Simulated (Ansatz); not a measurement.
C$_{3}$H$_{12}$BNSi (SMILES BN(CC)[SiH2]C)

Input

```
crystal:
  periodic: [false, false, false]
  atoms:
    - {symbol: B, position_ang: [-0.457188, -1.549408, -0.700040]}
    - {symbol: N, position_ang: [0.228491, -0.470262, -0.145742]}
    - {symbol: C, position_ang: [1.473606, 0.011934, -0.753766]}
    - {symbol: C, position_ang: [1.228301, 1.063762, -1.818202]}
    - {symbol: Si, position_ang: [-0.282376, 0.386704, 1.298684]}
    - {symbol: C, position_ang: [-1.939327, -0.174798, 1.922041]}
    - {symbol: H, position_ang: [-1.485703, -1.921311, -0.212934]}
    - {symbol: H, position_ang: [-0.000654, -2.099640, -1.664903]}
    - {symbol: H, position_ang: [2.124283, 0.418967, 0.029849]}
    - {symbol: H, position_ang: [2.001048, -0.841949, -1.185769]}
    - {symbol: H, position_ang: [0.628191, 0.647863, -2.630590]}
    - {symbol: H, position_ang: [2.174023, 1.417699, -2.235897]}
    - {symbol: H, position_ang: [0.694810, 1.923593, -1.407050]}
    - {symbol: H, position_ang: [0.768785, 0.190133, 2.337379]}
    - {symbol: H, position_ang: [-0.309658, 1.844367, 0.987939]}
    - {symbol: H, position_ang: [-2.717856, -0.028567, 1.171028]}
    - {symbol: H, position_ang: [-2.202371, 0.410696, 2.807405]}
    - {symbol: H, position_ang: [-1.926405, -1.229796, 2.200568]}
basis:
  gaussian: {orbitals: def2-TZVPP}
hamiltonian: {xc: pbe0, dispersion: d4}
output: {orbitals: {seedname: orbitals}}
```

Launched as:

```sh
ansatz run in.yaml --threads 8 --pin off --events-out ev --progress --plain --max-ram 18278MiB
```

Geometry: PBE0-D4/def2-TZVP.

These are results of RKS PBE0-D4/def2-TZVPP (Ansatz 0.2.0), not measurements.

Predict the electron density and electron localisation function between the atoms.

Answer. B–N (1.39 Å): ρ at the midpoint is about 2 e/Å³; the ELF peaks at about 0.90 between the atoms; a polar covalent bond.
C–N (1.47 Å): ρ is about 1.9 e/Å³ halfway; the ELF peaks at about 0.90 between the atoms: a shared electron pair.
Si–N (1.76 Å): the density is about 1.1 e/Å³ at the midpoint; the ELF peaks at about 0.95 between the atoms, as expected for a shared but strongly polarised pair.
C–Si (1.86 Å): ρ at the midpoint is about 0.99 e/Å³; the ELF peaks at about 0.95 between the atoms; a covalent bond.

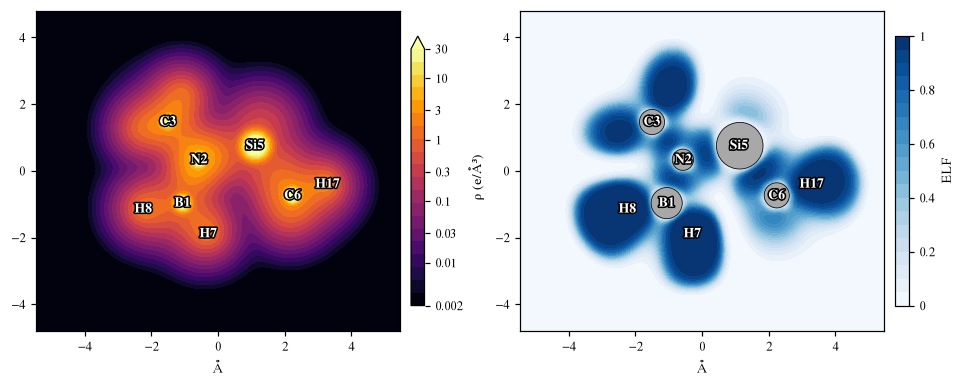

Computed electron density and electron localisation function on the plane of atoms N2, Si5 and C6, in this order. Grey discs cover the atomic cores in the ELF map. 
